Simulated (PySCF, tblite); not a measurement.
**C₅H₁₁FN₂Si₂: geometry, infrared bands and NMR shifts**

What infrared bands and NMR shifts should C₅H₁₁FN₂Si₂ (`C[SiH](C)n1nc(F)cc1[SiH3]`) show?

Programs: tblite 0.8.0 and PySCF 2.14.0, with density-fitted response routines of our own. Each step states its level of theory. These are calculated values for one molecule in the gas phase, unless marked as measured. Atoms are numbered from 0 throughout.

### 1 The starting structure

21 atoms, charge 0, multiplicity 1; geometry from: force field or distance geometry start.

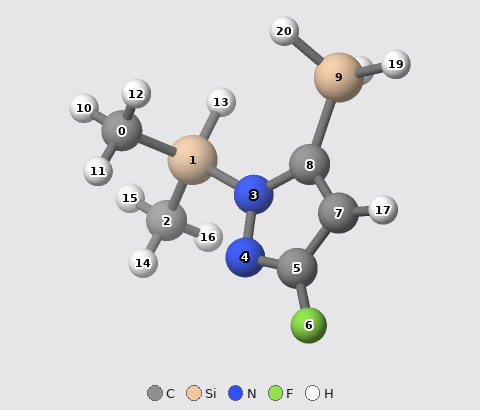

As it starts; carbon grey, silicon light orange, nitrogen blue, fluorine green, hydrogen white, atoms numbered; sticks join atoms by distance.

### 2 Relaxing the molecule with GFN2-xTB

What the job is given:

```
{"job": {"kind": "relax", "xc": "GFN2-xTB", "basis": "xTB"}, "charge": 0, "multiplicity": 1}
C     -1.851100     0.444000     1.644600
Si    -1.199900     0.454800    -0.100500
C     -2.454000    -0.177100    -1.294500
N      0.297900    -0.529400    -0.177300
N      0.176900    -1.879300    -0.274100
C      1.427700    -2.310300    -0.307600
F      1.765000    -3.598400    -0.417600
C      2.370000    -1.268200    -0.194600
C      1.622500    -0.098600    -0.101000
Si     2.247100     1.676400     0.082000
H     -2.763400     1.061900     1.717900
H     -2.122500    -0.570200     1.967300
H     -1.126700     0.845700     2.358700
H     -0.874300     1.858500    -0.462500
H     -2.768500    -1.189600    -1.059000
H     -3.362800     0.454300    -1.266400
H     -2.068800    -0.161600    -2.315700
H      3.439700    -1.370400    -0.189500
H      1.930900     2.428500    -1.155900
H      3.724700     1.640200     0.293800
H      1.580600     2.305900     1.251500
```

Launch:

```console
> OMP_NUM_THREADS=1 python probes_run.py task.json out
```

This one command runs all jobs of the session in turn.

**Question.** This job is followed by: GFN2-xTB harmonic vibrations, gas phase; GIAO PBE0/pcSseg-1 NMR shielding, non-relativistic, gas phase. What will the session give for the following? strongest single infrared mode (GFN2-xTB); zero-point energy (GFN2-xTB); 13C shifts against TMS (PBE0/pcSseg-1, means over atoms taken as alike); 1H shifts against TMS (PBE0/pcSseg-1, means over atoms taken as alike); 29Si shifts against TMS (PBE0/pcSseg-1); 15N shifts against NH3 (PBE0/pcSseg-1); 19F shifts against CFCl3 (PBE0/pcSseg-1).

As calculated:

| quantity | value |
| --- | --- |
| strongest single infrared mode (GFN2-xTB) | 786 cm⁻¹, 419 km/mol |
| zero-point energy (GFN2-xTB) | 92.3 kcal/mol |
| 13C shifts against TMS (PBE0/pcSseg-1, means over atoms taken as alike) | 177.4, 142.3, 109.3, -0.8 ppm |
| 1H shifts against TMS (PBE0/pcSseg-1, means over atoms taken as alike) | 6.23, 5.46, 4.53, 0.54 ppm |
| 29Si shifts against TMS (PBE0/pcSseg-1) | -3.0, -87.4 ppm |
| 15N shifts against NH3 (PBE0/pcSseg-1) | 330.5, 227.6 ppm |
| 19F shifts against CFCl3 (PBE0/pcSseg-1) | -141.5 ppm |

**Reading.** The optimisation took 82 steps and gained 0.214 eV; among the close pairs (by a distance rule), Si1–C2 changed most, from 1.843 to 1.892 Å. The lowest mode is slightly imaginary (6i cm⁻¹), a soft motion within the noise of the Hessian, so the minimum is not strictly shown. The strongest single mode, at 786 cm⁻¹, is spread over several atoms, H19, H18, H20 among them. GFN2-xTB is a fitted tight-binding method: band positions and strengths are rough. Its intensities can rank the bands wrongly. At PBE0/pcSseg-1: Shielding is most anisotropic at N4 (span 456 ppm, paramagnetic term -392 ppm). NICS(1)zz of -27 ppm above the planar ring from N3 marks a diatropic (aromatic) ring current.
